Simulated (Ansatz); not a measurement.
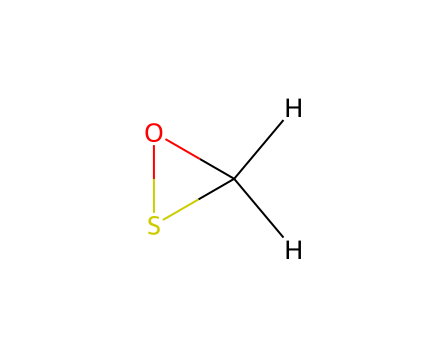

Skeletal drawing of a molecule.

> Give its SMILES.

C1OS1

> Give the formula, hydrogens included.

CH2OS.

> An optimisation with PBE0-D4/def2-TZVP gave a structure of which point group?

Cs.

More results for the same structure follow; atom numbers are the same in all pictures, views and colours differ. The geometry was computed by an optimisation with PBE0-D4/def2-TZVP. No frequency run is at hand to confirm it as a minimum.

**Geometry**

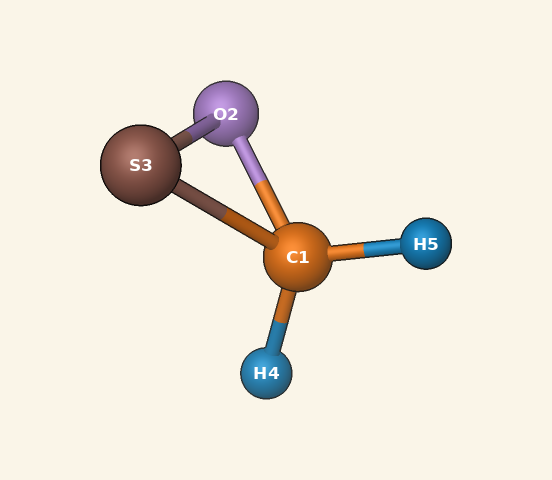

Numbered structure. No frequency run is at hand to confirm it as a minimum.

> Which bond is the longest?

C1–S3, 1.760 Å.

**Electronic properties**

No frequency run is at hand to confirm it as a minimum. Properties computed with RKS PBE0-D4/def2-TZVPP (Ansatz 0.2.0).

Predict the main results.

- HOMO energy (Kohn–Sham orbital): −6.68 eV
- LUMO energy (Kohn–Sham orbital): −1.54 eV
- HOMO–LUMO gap: 5.14 eV

**Dipole moment**

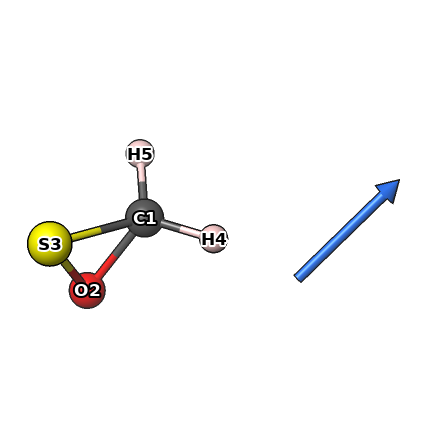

The arrow beside the molecule shows the direction of the dipole moment, from the negative to the positive end (its length means nothing). No frequency run is at hand to confirm it as a minimum. Level of theory: RKS PBE0-D4/def2-TZVP (Ansatz 0.2.0).

> How large is the dipole moment?

1.94 D; it points from the side of O2 to the side of H4, H5 (the outermost atoms at the two ends).

**Charges**

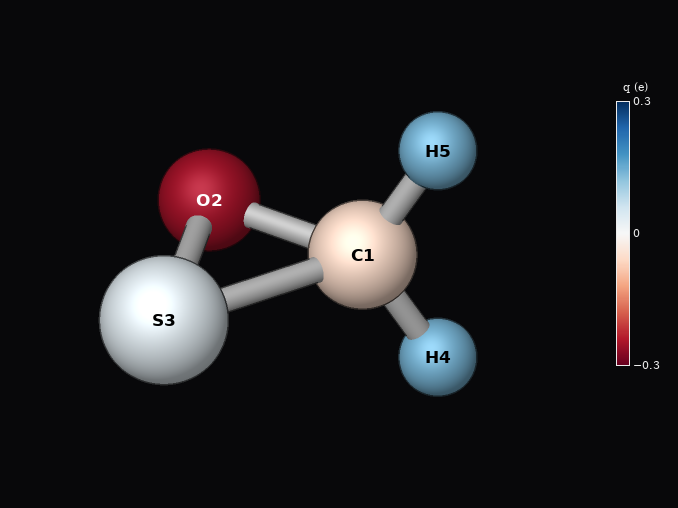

Atoms are coloured by their Mulliken charges. No frequency run is at hand to confirm it as a minimum. Level of theory: RKS PBE0-D4/def2-TZVP (Ansatz 0.2.0).

> Which atom carries the highest charge (most positive or least negative)?

H4, H5 (0.14 e).

> And the lowest?

O2 (−0.25 e).

List the Mulliken charges.

```tsv
atom	value (e)
C1	−0.06
O2	−0.25
S3	0.03
H4	0.14
H5	0.14
```

Mulliken values depend strongly on the basis set and can even reverse the polarity of a bond.
